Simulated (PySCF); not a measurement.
```json
{"atom": "O", "x (Å)": "2.4484", "y (Å)": "-1.2390", "z (Å)": "0.0661"}
{"atom": "C", "x (Å)": "2.0107", "y (Å)": "-0.1276", "z (Å)": "-0.0440"}
{"atom": "C", "x (Å)": "0.5595", "y (Å)": "0.1927", "z (Å)": "-0.0391"}
{"atom": "C", "x (Å)": "-0.4217", "y (Å)": "-0.7893", "z (Å)": "0.0974"}
{"atom": "C", "x (Å)": "-1.7256", "y (Å)": "-0.3100", "z (Å)": "0.0801"}
{"atom": "N", "x (Å)": "-1.9757", "y (Å)": "0.9847", "z (Å)": "-0.0573"}
{"atom": "N", "x (Å)": "-1.0096", "y (Å)": "1.8325", "z (Å)": "-0.1781"}
{"atom": "N", "x (Å)": "0.2256", "y (Å)": "1.4777", "z (Å)": "-0.1728"}
{"atom": "H", "x (Å)": "2.6474", "y (Å)": "0.7652", "z (Å)": "-0.1601"}
{"atom": "H", "x (Å)": "-0.1641", "y (Å)": "-1.8309", "z (Å)": "0.2070"}
{"atom": "H", "x (Å)": "-2.5893", "y (Å)": "-0.9534", "z (Å)": "0.1748"}
```

Geometry: GFN2-xTB.

Computed with CAM-B3LYP/def2-SVPD, SCF density, gas phase (PySCF).

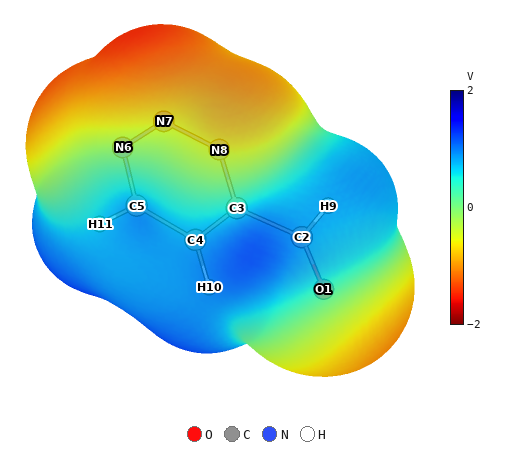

C4H3N3O (SMILES O=Cc1ccnnn1). The molecular electrostatic potential painted on the density surface at 0.001 e/bohr³, seen at a tilt; red is negative and blue positive.

Q: Where is the surface potential most negative and most positive?

A: The most negative region (about −1.5 V) lies over N7, the most positive (about +1.5 V) over C4, C5, H10 and H11. N7 is the likeliest acceptor of a hydrogen bond.

Q: What dipole moment does the calculation give?

A: Its dipole moment is 2.72 D.
